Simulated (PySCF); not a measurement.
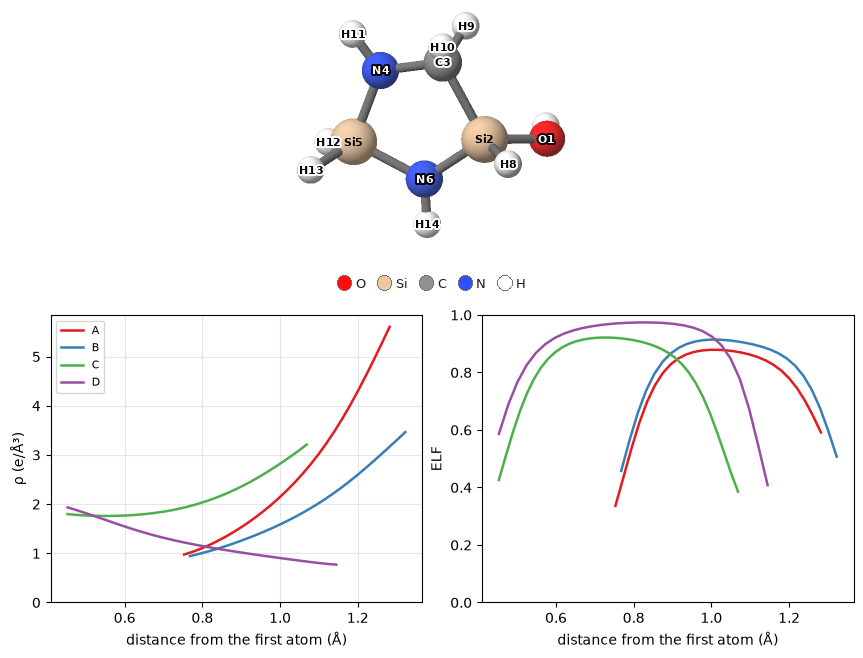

CH8N2OSi2. Electron density and electron localisation function along straight lines between neighbouring atoms. The curves leave out the atomic cores. The structure is drawn too.

Geometry: GFN2-xTB.

These are results of PBE0/def2-SVPD, SCF density, gas phase (PySCF 2.14.0), not measurements.

```xyz
14

O     2.1334   -1.5541   -0.0279
Si    0.8989   -0.7347    0.6464
C     0.7768    1.1128    0.1863
N    -0.5264    1.3447   -0.4033
Si   -1.7040    0.1099   -0.4282
N    -0.6511   -1.1843    0.0489
H     2.2222   -1.6057   -0.9768
H     1.1371   -0.9855    2.0622
H     1.5586    1.4121   -0.5225
H     0.9106    1.7423    1.0731
H    -0.7405    2.3121   -0.5782
H    -2.2056   -0.1215   -1.7878
H    -2.8039    0.2685    0.5354
H    -1.0068   -2.1170    0.1503
```

Question: Which curve belongs to which contact (C–N, C–Si, Si–N and Si–O)? The first atom named is at distance zero.

Answer: Curve A: Si–O (1.63 Å): the density is about 1.2 e/Å³ at the midpoint; the ELF peaks at about 0.90 between the atoms; a short, strongly polar bond. Curve B: Si–N (1.71 Å): ρ at the midpoint is about 1.1 e/Å³; the ELF peaks at about 0.90 between the atoms; a shared but strongly polarised pair. Curve C: C–N (1.45 Å): ρ is about 1.9 e/Å³ halfway; the ELF peaks at about 0.90 between the atoms: localised, covalent bonding. Curve D: C–Si (1.91 Å): ρ is about 0.95 e/Å³ halfway; the ELF peaks at about 1 between the atoms: a covalent bond.
